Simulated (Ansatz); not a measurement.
# SbAs (model cell, started as wurtzite): phonons and vibrational spectra

Task: relax SbAs (model cell, started as wurtzite), then find its harmonic phonons.

Calculated with Ansatz 0.2.0; DFT PBEsol, scalar-relativistic, plane waves, PAW.

The structure was built from a prototype and need not be the compound's stable phase.

### Step 1. The starting structure

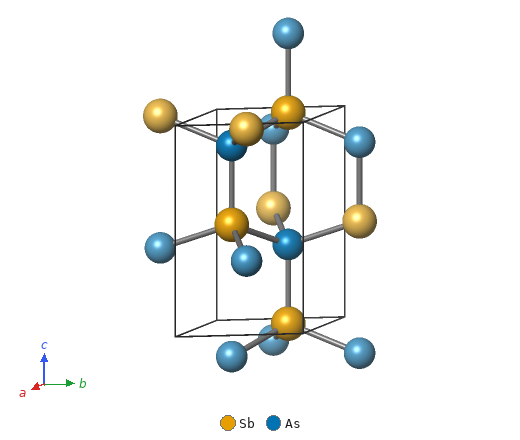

The starting structure, seen slightly off an axis (antimony orange, arsenic blue). Some periodic images of atoms are drawn too.

### Step 2. Relaxation

Harmonic phonons are second derivatives at a point where the forces vanish, and they are wanted at zero stress, so atoms and cell are relaxed first.

File input.yaml:

```yaml
crystal:
  lattice:
    - [4.37479, 0.0, 0.0]
    - [-2.18739, 3.78868, 0.0]
    - [0.0, 0.0, 7.14403]
  atoms:
    - { symbol: Sb, position: [0.333333, 0.666667, 0.0] }
    - { symbol: Sb, position: [0.666667, 0.333333, 0.5] }
    - { symbol: As, position: [0.333333, 0.666667, 0.375] }
    - { symbol: As, position: [0.666667, 0.333333, 0.875] }
kpoints:
  mp_grid: { grid: [12, 12, 6] }
hamiltonian:
  xc: pbesol
scf:
  occupations: { method: gaussian, width: 0.1 }
output:
  forces: true
  stress: true
  eigenvalues: true
  write_density: true
  write_potential: true
  elf: true
  volumetric_format: npy
relax:
  adjacent_minimum: "off"
  f_tol: 0.005
  max_steps: 80
  cell: { stress_tol: 0.05 }
```

Launch:

```bash
$ ansatz run input.yaml --threads 4 --pin off --max-ram 7168MiB --backend cpu --events-out ev --progress --plain --runs-dir out
```

Numbers of over 12 decimals in the logs are rounded to 6 here.

Log:

```text
Warning: the atoms were moved onto the symmetric positions of the space group found under crystal.symmetry.tolerance 1.0e-5 (fractional; no operation is sought that the atoms, as they stand in a round, miss by more than twice it, and no atom is moved by as much as it), and the run uses the moved positions. Before a round's move an operation carried an atom to 4.37e-6 Å from where it should land, the largest such dist [...]
Engine: ansatz 0.2.0, aarch64-unknown-linux-gnu
Pseudopotentials: kind: paw
Pseudopotential: Sb, paw, valence charge 15, recommended cutoff 420 eV (normal), Sb.paw.azcp
Pseudopotential: As, paw, valence charge 15, recommended cutoff 420 eV (normal), As.paw.azcp
Functional definition: PBEsol
  exchange = pbesol_x
  correlation = pbesol_c
Crystal: 4 atoms, lattice volume = 118.410 Å³
Basis set: ecut = 420 eV, 2297 PW (Γ), exchange–correlation on 60×60×96 points (8 copies of the dense FFT grid, shifted against one another)
Bands: 36, of which v1, the nominal top of the filled ones, is band 30 counted from 1 (29 counted from 0)
Symmetry: 12 space group operations
Space group: P63mc (ITA 186), of the structure as read, at distance tolerance 4.9e-5 Å
k-points: 76 of 864 (time reversal used)
Non-local potential: Sb, projectors of the file, l = 0: 2, l = 1: 2, l = 2: 2, l = 3: 2
Non-local potential: As, projectors of the file, l = 0: 2, l = 1: 2, l = 2: 3, l = 3: 1
PAW form: soft (Blöchl's): semilocal exchange-correlation on the pseudo side does not see the compensation charge
PAW frozen core: Sb, regenerated for the run's functional, and the local potential with it (the file was generated under x = pbe(κ = 0.804, μ = 0.219515), c = pbe(β = 0.066725))
PAW frozen core: As, regenerated for the run's functional, and the local potential with it (the file was generated under x = pbe(κ = 0.804, μ = 0.219515), c = pbe(β = 0.066725))
PAW one-centre angular grid: Sb, 590 points (default); XC on 64 Gauss nodes
PAW one-centre angular grid: As, 590 points (default); XC on 64 Gauss nodes
Initial density: superposition of atomic densities (neutral atoms: chi_scale 0, normalization atom), corrected by the library's trained network
Initial wavefunctions: pseudopotential atomic-orbital guess
Functional: x = pbesol(κ = 0.804, μ = 0.123457), c = pbesol(β = 0.046)
SCF iter   1: F=—  HF=-22440.749527 eV  |F-HF|=—  |Δ(HF+E_count)|=         —  Δρ=2.62e-3  dr2=6.90e-3  ethr=1.77e-3  ⟨swp⟩=6.1  Hψ=10951  notcnv=0
preconditioner: auto → LDOS  [metal: Δε(μ)=0.047 eV  Ē_g=8.484 eV  σ=0.100 eV  W_gap=0.26  n_scr=34 (ndim 8)  ℏωp=15.3 eV  f_vac=0.064  D(μ)=1.58/eV (n_scr^D=2)  β→1.0]
SCF iter   2: F=—  HF=-22440.746224 eV  |F-HF|=—  |Δ(HF+E_count)|=   3.30e-3  Δρ=7.69e-4  dr2=1.04e-3  ethr=1.15e-5  ⟨swp⟩=2.0  Hψ=5643  notcnv=0
SCF iter   3: F=—  HF=-22440.745820 eV  |F-HF|=—  |Δ(HF+E_count)|=   4.04e-4  Δρ=3.56e-4  dr2=1.66e-4  ethr=1.73e-6  ⟨swp⟩=2.0  Hψ=4943  notcnv=0
SCF iter   4: F=—  HF=-22440.745732 eV  |F-HF|=—  |Δ(HF+E_count)|=   8.76e-5  Δρ=5.59e-5  dr2=3.49e-6  ethr=2.77e-7  ⟨swp⟩=2.0  Hψ=4939  notcnv=0
SCF iter   5: F=—  HF=-22440.745733 eV  |F-HF|=—  |Δ(HF+E_count)|=   7.70e-7  Δρ=1.56e-5  dr2=3.77e-7  ethr=5.82e-9  ⟨swp⟩=2.0  Hψ=4201  notcnv=0
SCF iter   6: F=-22440.745733 eV  HF=-22440.745733 eV  |F-HF|=3.19e-9  |Δ(HF+E_count)|=   6.19e-8  Δρ=3.01e-6  dr2=1.43e-8  ethr=1.67e-10  ⟨swp⟩=11.8  Hψ=19785  notcnv=0
SCF 1 converged in 6 iterations: F = -22440.745733 eV  dr2 = 1.43e-8
  greatest PAW one-centre occupation: 0.999 electrons in one spin orbital (limit 2), on the As atom at site 3 (counted from 0), in its partial waves of l = 2
relax step   1: F+E_penalty+E_count = -22440.74573282 eV  Δ(F+E_penalty+E_count) = +0.000e0 eV  max|allowed force component| = 1.423e-1 eV/Å  Δτ_max = 0.0000 Å  P = +6.893 GPa  Ω = 118.410 Å³  (6 SCF iters, dr2 threshold 1.00e-7 eV, accepted)
Crystal: 4 atoms, lattice volume = 135.163 Å³
Basis set: ecut = 420 eV, 2635 PW (Γ), exchange–correlation on 60×60×96 points (8 copies of the dense FFT grid, shifted against one another)
Initial density: handed on by an earlier stage of this run
Initial wavefunctions: those handed on with the density
iter 1 solved again at ethr=2.37e-5 eV; its pass at ethr=3.10e-3 eV (dr2=1.42e-2 eV) is discarded
SCF iter   1: F=—  HF=-22441.059776 eV  |F-HF|=—  |Δ(HF+E_count)|=         —  Δρ=2.59e-3  dr2=1.44e-2  ethr=2.37e-5  ⟨swp⟩=1.4  Hψ=15654  notcnv=0
preconditioner: auto → LDOS  [metal: Δε(μ)=0.040 eV  Ē_g=7.900 eV  σ=0.100 eV  W_gap=0.22  n_scr=34 (ndim 8)  ℏωp=14.3 eV  f_vac=0.126  D(μ)=1.10/eV (n_scr^D=2)  β→1.0]
SCF iter   2: F=—  HF=-22441.057949 eV  |F-HF|=—  |Δ(HF+E_count)|=   1.83e-3  Δρ=1.12e-3  dr2=3.31e-3  ethr=2.37e-5  ⟨swp⟩=2.0  Hψ=5021  notcnv=0
SCF iter   3: F=—  HF=-22441.057001 eV  |F-HF|=—  |Δ(HF+E_count)|=   9.48e-4  Δρ=4.26e-4  dr2=5.27e-4  ethr=5.51e-6  ⟨swp⟩=2.0  Hψ=5021  notcnv=0
SCF iter   4: F=—  HF=-22441.056780 eV  |F-HF|=—  |Δ(HF+E_count)|=   2.21e-4  Δρ=9.50e-5  dr2=2.66e-5  ethr=8.78e-7  ⟨swp⟩=2.0  Hψ=5018  notcnv=0
SCF iter   5: F=—  HF=-22441.056774 eV  |F-HF|=—  |Δ(HF+E_count)|=   5.80e-6  Δρ=1.85e-5  dr2=8.23e-7  ethr=4.43e-8  ⟨swp⟩=2.6  Hψ=4541  notcnv=0
SCF iter   6: F=-22441.056774 eV  HF=-22441.056774 eV  |F-HF|=3.58e-8  |Δ(HF+E_count)|=   4.04e-7  Δρ=3.02e-6  dr2=1.55e-8  ethr=6.67e-10  ⟨swp⟩=11.3  Hψ=23627  notcnv=0
SCF 2 converged in 6 iterations: F = -22441.056774 eV  dr2 = 1.55e-8
relax step   2: F+E_penalty+E_count = -22441.05677373 eV  Δ(F+E_penalty+E_count) = -3.110e-1 eV  max|allowed force component| = 1.995e-2 eV/Å  Δτ_max = 0.0083 Å  P = -0.366 GPa  Ω = 135.163 Å³  energy of the carried Pulay correction = -2.832e-3 eV  (6 SCF iters, dr2 threshold 4.00e-7 eV, accepted)
Crystal: 4 atoms, lattice volume = 134.362 Å³
Basis set: ecut = 420 eV, 2671 PW (Γ), exchange–correlation on 60×60×96 points (8 copies of the dense FFT grid, shifted against one another)
iter 1 solved again at ethr=9.71e-7 eV; its pass at ethr=3.10e-3 eV (dr2=5.83e-4 eV) is discarded
SCF iter   1: F=—  HF=-22441.075950 eV  |F-HF|=—  |Δ(HF+E_count)|=         —  Δρ=6.85e-4  dr2=5.62e-4  ethr=9.71e-7  ⟨swp⟩=2.7  Hψ=16194  notcnv=0
preconditioner: auto → LDOS  [metal: Δε(μ)=0.039 eV  Ē_g=7.937 eV  σ=0.100 eV  W_gap=0.21  n_scr=34 (ndim 8)  ℏωp=14.3 eV  f_vac=0.110  D(μ)=1.36/eV (n_scr^D=2)  β→1.0]
SCF iter   2: F=—  HF=-22441.076025 eV  |F-HF|=—  |Δ(HF+E_count)|=   7.56e-5  Δρ=5.10e-4  dr2=4.65e-4  ethr=9.36e-7  ⟨swp⟩=2.0  Hψ=4268  notcnv=0
SCF iter   3: F=—  HF=-22441.075849 eV  |F-HF|=—  |Δ(HF+E_count)|=   1.77e-4  Δρ=7.28e-5  dr2=7.11e-6  ethr=7.74e-7  ⟨swp⟩=2.0  Hψ=4264  notcnv=0
[...]
[... from here on, the SCF cycles and remarks between the steps are left out ...]
relax step   4: F+E_penalty+E_count = -22441.11398753 eV  Δ(F+E_penalty+E_count) = -3.814e-2 eV  max|allowed force component| = 3.818e-2 eV/Å  Δτ_max = 0.0269 Å  P = -0.301 GPa  Ω = 134.122 Å³  energy of the carried Pulay correction = -2.667e-3 eV  (5 SCF iters, dr2 threshold 4.00e-7 eV, accepted)
relax step   5: F+E_penalty+E_count = -22441.22832752 eV  Δ(F+E_penalty+E_count) = -1.143e-1 eV  max|allowed force component| = 8.058e-2 eV/Å  Δτ_max = 0.0482 Å  P = -0.463 GPa  Ω = 132.597 Å³  energy of the carried Pulay correction = -2.422e-3 eV  (6 SCF iters, dr2 threshold 4.00e-7 eV, accepted)
relax step   6: F+E_penalty+E_count = -22441.34427094 eV  Δ(F+E_penalty+E_count) = -1.159e-1 eV  max|allowed force component| = 2.415e-2 eV/Å  Δτ_max = 0.0666 Å  P = -1.202 GPa  Ω = 131.033 Å³  energy of the carried Pulay correction = -2.169e-3 eV  (6 SCF iters, dr2 threshold 4.00e-7 eV, accepted)
relax step   7: F+E_penalty+E_count = -22441.42733294 eV  Δ(F+E_penalty+E_count) = -8.306e-2 eV  max|allowed force component| = 1.738e-1 eV/Å  Δτ_max = 0.0587 Å  P = -0.435 GPa  Ω = 125.639 Å³  energy of the carried Pulay correction = -1.269e-3 eV  (6 SCF iters, dr2 threshold 4.00e-7 eV, accepted)
relax step   8: F+E_penalty+E_count = -22441.43462073 eV  Δ(F+E_penalty+E_count) = -7.288e-3 eV  max|allowed force component| = 1.473e-1 eV/Å  Δτ_max = 0.0249 Å  P = +0.002 GPa  Ω = 123.441 Å³  energy of the carried Pulay correction = -8.915e-4 eV  (5 SCF iters, dr2 threshold 4.00e-7 eV, accepted)
relax step   9: F+E_penalty+E_count = -22441.44012323 eV  Δ(F+E_penalty+E_count) = -5.502e-3 eV  max|allowed force component| = 2.417e-2 eV/Å  Δτ_max = 0.0150 Å  P = +0.098 GPa  Ω = 122.640 Å³  energy of the carried Pulay correction = -7.520e-4 eV  (4 SCF iters, dr2 threshold 4.00e-7 eV, accepted)
relax step  10: F+E_penalty+E_count = -22441.44056257 eV  Δ(F+E_penalty+E_count) = -4.393e-4 eV  max|allowed force component| = 4.066e-3 eV/Å  Δτ_max = 0.0004 Å  P = -0.040 GPa  Ω = 122.961 Å³  energy of the carried Pulay correction = -8.080e-4 eV  (4 SCF iters, dr2 threshold 1.75e-7 eV, accepted)
relax step  11: F+E_penalty+E_count = -22441.44059431 eV  Δ(F+E_penalty+E_count) = -3.174e-5 eV  max|allowed force component| = 1.960e-3 eV/Å  Δτ_max = 0.0010 Å  P = +0.011 GPa  Ω = 122.881 Å³  energy of the carried Pulay correction = -7.941e-4 eV  (5 SCF iters, dr2 threshold 7.17e-9 eV, accepted)
relax step  12: F+E_penalty+E_count = -22441.44675751 eV  Δ(F+E_penalty+E_count) = -6.163e-3 eV  max|allowed force component| = 1.081e-3 eV/Å  Δτ_max = 0.0000 Å  P = +0.117 GPa  Ω = 122.881 Å³  stress off target by 1.73e-1 GPa  SCF on the basis re-selected at this cell (its energy is not comparable with the rows above)  (6 SCF iters)
relax step  13: F+E_penalty+E_count = -22441.44687011 eV  Δ(F+E_penalty+E_count) = -1.126e-4 eV  max|allowed force component| = 1.351e-4 eV/Å  Δτ_max = 0.0003 Å  P = +0.007 GPa  Ω = 123.144 Å³  energy of the carried Pulay correction = -4.329e-5 eV  (4 SCF iters, dr2 threshold 7.46e-8 eV, accepted)
iter 1 solved again at ethr=2.29e-7 eV; its pass at ethr=3.10e-3 eV (dr2=1.38e-4 eV) is discarded
SCF iter   1: F=—  HF=-22441.446903 eV  |F-HF|=—  |Δ(HF+E_count)|=         —  Δρ=3.96e-6  dr2=1.58e-8  ethr=2.29e-7  ⟨swp⟩=3.0  Hψ=17252  notcnv=0
eigensolver tolerance schedule: the retry pair's looser diagonalisation over-reported the residual by 8696.69 of it (diagonalisation noise at 1.81 of the residual, at the tolerance the schedule requests for it); recorded, not acted on — ethr = c·dr2/N_el stays at c = 1.0e-1
SCF iter   2: F=—  HF=-22441.446909 eV  |F-HF|=—  |Δ(HF+E_count)|=   5.47e-6  Δρ=3.14e-6  dr2=1.82e-8  ethr=2.64e-11  ⟨swp⟩=3.8  Hψ=7486  notcnv=0
SCF iter   3: F=—  HF=-22441.446909 eV  |F-HF|=—  |Δ(HF+E_count)|=   1.11e-8  Δρ=8.38e-7  dr2=6.86e-10  ethr=2.64e-11  ⟨swp⟩=2.0  Hψ=5025  notcnv=0
SCF iter   4: F=—  HF=-22441.446909 eV  |F-HF|=—  |Δ(HF+E_count)|=  1.75e-10  Δρ=2.20e-7  dr2=6.43e-11  ethr=1.14e-12  ⟨swp⟩=2.0  Hψ=5026  notcnv=0
SCF iter   5: F=-22441.446909 eV  HF=-22441.446909 eV  |F-HF|=7.28e-12  |Δ(HF+E_count)|=  2.91e-11  Δρ=9.21e-8  dr2=1.61e-11  ethr=1.00e-12  ⟨swp⟩=6.4  Hψ=13379  notcnv=0
SCF 14 converged in 5 iterations: F = -22441.446909 eV  dr2 = 1.61e-11
relax step  14: F+E_penalty+E_count = -22441.44690865 eV  Δ(F+E_penalty+E_count) = -3.854e-5 eV  max|allowed force component| = 1.417e-4 eV/Å  Δτ_max = 0.0000 Å  P = +0.007 GPa  Ω = 123.144 Å³  stress off target by 1.08e-2 GPa  SCF on the basis re-selected at this cell (its energy is not comparable with the rows above)  (5 SCF iters)
basis re-selected at this cell: Δ(F+E_penalty+E_count) = -3.854e-5 eV, ΔP = -0.000 GPa vs the last step (what re-selecting the basis moved, of the pressure what is left beyond the Pulay correction that the steps carried, after the strain that the cell walked since its last selection, with what the two solves' SCF thresholds leave and, on support functions, any second-order correction that the steps lacked; it is no m [...]
SCF converged after 5 iterations
Free energy (F): -22441.446909 eV
Harris-Foulkes:  -22441.446909 eV  (|F-HF|=7.28e-12)
Internal energy: -22441.439142 eV  (E = F + TS)
E sigma→0 (E₀):  -22441.443025 eV
Entropy (-TS):   -0.007767 eV (-1.942 meV/atom)
Fermi energy:    8.004187 eV
--- Per-component energies (eV) ---
  E_band       = -946.460701
  E_kinetic    = 618.885898
  E_local      = -7690.420603  (includes V_loc(G=0)·N_el)
  E_nonlocal   = -610.010909
  E_hartree    = 3803.116940
  E_xc         = -431.481320
  E_vxc        = -350.317740  (∫ρ·V_xc dr)
  E_paw        = -12582.230237  (= ΣΔE_a)
  E_vpaw       = -520.831179  (= ΣTr[D̂ρ^β])
  E_aug_tail   = 0.000012  (compensation charges beyond the density's cutoff)
  E_ewald      = -5551.895494
  E_core_change = 2.596571  (= ΣΔE_core)
  E_smearing   = -0.007767  (= −TS)
  E_closure    = -0.000000  (closes the sum)
  Σ components = -22441.446909   (vs F -22441.446909, Δ=0.00e0)
--- Forces (eV/Å), atoms counted from 1 ---
  atom   1  Sb     0.00000000     0.00000000     0.00014177
  atom   2  Sb    -0.00000000    -0.00000000     0.00014177
  atom   3  As     0.00000000     0.00000000    -0.00014169
  atom   4  As    -0.00000000    -0.00000000    -0.00014169
  max |Σ_I F_I| component: 1.60e-7 eV/Å
--- Stress (GPa, compression-positive) ---
        0.010816       0.000000       0.000000
        0.000000       0.010816      -0.000000
        0.000000      -0.000000      -0.001292
  P = ⅓ Tr σ = 0.0068 GPa (0.068 kbar)
--- Band table (eV; the first three rows and the last of 76) ---
  k-point 0: bands = [... 26 lower, 3.9485, 5.8221, 5.9233, 5.9233, 7.8074, 7.8074, 10.2075, 10.2075, ... 2 higher]
  k-point 1: bands = [... 26 lower, 4.0431, 5.7198, 5.7198, 6.3648, 7.9359, 7.9359, 9.9470, 9.9470, ... 2 higher]
  k-point 2: bands = [... 26 lower, 4.3181, 5.2543, 5.2543, 7.0014, 8.2760, 8.2760, 9.0108, 9.3760, ... 2 higher]
  k-point 75: bands = [... 26 lower, 6.0485, 6.0485, 7.8534, 7.8534, 8.5547, 8.5547, 9.1806, 9.1806, ... 2 higher]
--- Relaxed structure (12 steps of the walk, 12 accepted, 2 SCFs on fresh bases) ---
  F+E_penalty+E_count = -22441.44690865 eV   max|allowed force component| = 1.417e-4 eV/Å   (the final SCF, on the basis selected at the relaxed cell)
  cell:  # Å, volume = 123.1442 Å³
    - [4.863328, -3.2091182987664416e-6, 3.950114093538934e-18]
    - [-2.431661, 4.211768, -6.413790901369111e-18]
    - [6.450528306648748e-18, -8.369792902679753e-18, 6.011959]
  atoms:
    - { symbol: Sb, position: [0.333333, 0.666667, -0.035185] }
    - { symbol: Sb, position: [0.666667, 0.333333, 0.464815] }
    - { symbol: As, position: [0.333333, 0.666667, 0.410185] }
    - { symbol: As, position: [0.666667, 0.333333, 0.910185] }
```

The job ended after 2.6 min (4 threads of Arm Neoverse V1, shared host; peak memory 0.6 GiB).

Relaxation path:

```tsv
step	energy less that of the first step (eV)	largest force component (eV/Å)	pressure (GPa)	volume (Å³)
1	0.0000	0.1423	6.89	118.41
2	-0.3110	0.0200	-0.37	135.16
3	-0.3301	0.0208	-0.15	134.36
4	-0.3683	0.0382	-0.30	134.12
5	-0.4826	0.0806	-0.46	132.60
6	-0.5985	0.0242	-1.20	131.03
7	-0.6816	0.1738	-0.43	125.64
8	-0.6889	0.1473	0.00	123.44
9	-0.6944	0.0242	0.10	122.64
10	-0.6948	0.0041	-0.04	122.96
11	-0.6949	0.0020	0.01	122.88
12*	-0.7010	0.0011	0.12	122.88
13	-0.7011	0.0001	0.01	123.14
14*	-0.7012	0.0001	0.01	123.14
```

Relaxation steps marked * repeat the geometry before them on a plane-wave basis chosen anew for their cell, so energy and pressure can jump there.

Forces are held to the 12 operations that the run works with; a distortion that breaks them can't arise in this run.

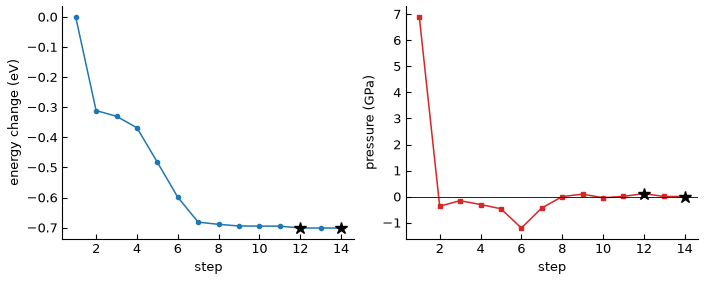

Energy and pressure along the relaxation. Stars mark steps on a basis chosen anew.

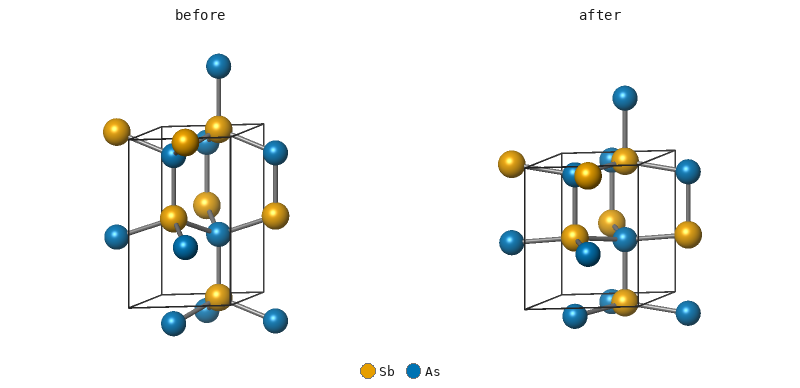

The structure before and after the relaxation, drawn at the same scale.

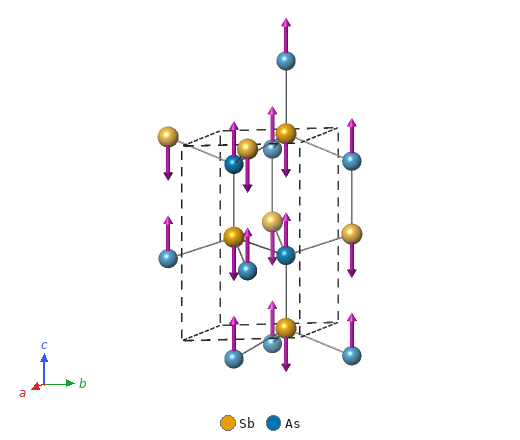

Displacements in the relaxation, exaggerated, measured against the changing cell; the longest in the cell stands for 0.21 Å. Some periodic images of atoms are drawn too.

```tsv
cell as run	before	after	change
a (Å)	4.375	4.863	+11.2 %
b (Å)	4.375	4.863	+11.2 %
c (Å)	7.144	6.012	-15.8 %
volume (Å³/atom)	29.60	30.79	+4.0 %
```

The atoms that moved most (Å, as changes of fractional coordinates times the final cell):

```tsv
atom	dx	dy	dz	length
Sb2	0.000	0.000	-0.212	0.212
As3	0.000	0.000	0.212	0.212
Sb1	0.000	0.000	-0.212	0.212
As4	0.000	0.000	0.212	0.212
```

The relaxed structure:

```xyz
4
Lattice="4.8633 0.0000 0.0000 -2.4317 4.2118 0.0000 0.0000 0.0000 6.0120" Properties=species:S:1:pos:R:3 pbc="T T T"
Sb    0.0000    2.8078   -0.2115
Sb    2.4317    1.4039    2.7944
As    0.0000    2.8078    2.4660
As    2.4317    1.4039    5.4720
```

This step gave:

```yaml
pressure: 0.006780 GPa
volume_per_atom: 30.79 Å³
gap_on_the_k_mesh: 0 eV
```

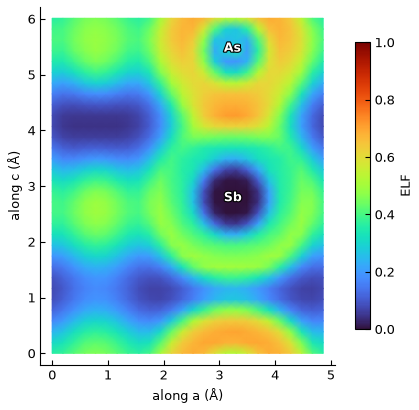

ELF in the ac plane at fractional y = 0.333, with atoms of Sb and As within 0.2 Å of it. It is the smooth field of the valence electrons, not physical close to the nuclei.

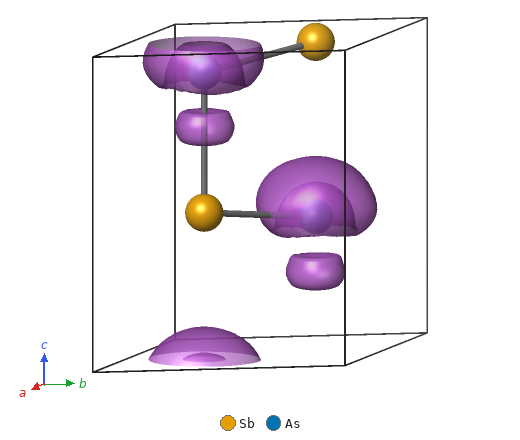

Surface of ELF = 0.63.

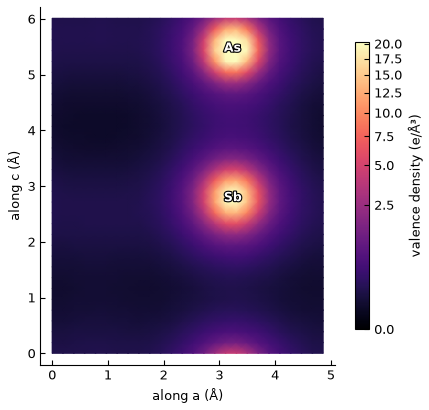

Valence density in the ac plane at fractional y = 0.333, with atoms of Sb and As within 0.2 Å of it. It is the smooth field of the valence electrons, not physical close to the nuclei. The colour scale is stretched toward low values.

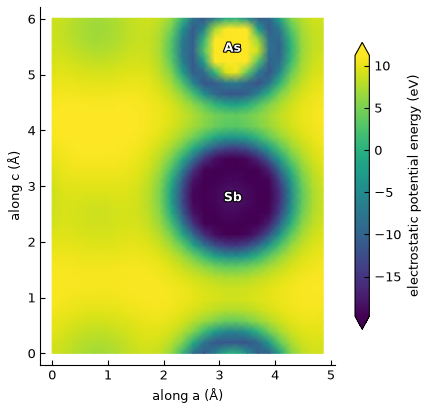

Electrostatic potential energy in the ac plane at fractional y = 0.333, with atoms of Sb and As within 0.2 Å of it. With pseudopotentials it is smooth inside the atoms' cores, unlike the true potential.

In this step the volume went from 29.60 to 30.79 Å³/atom.

[end of part 1 of 2]

[Logs are printed without paths, hosts, clocks, repeated set-up lines and the standing remarks that a program may print on its own settings, such as how far it seeks lower states.]

[Hosts, paths, dates, database ids (printed as entryN), source tags and the programs' standing remarks are cut or masked in the printed files.]
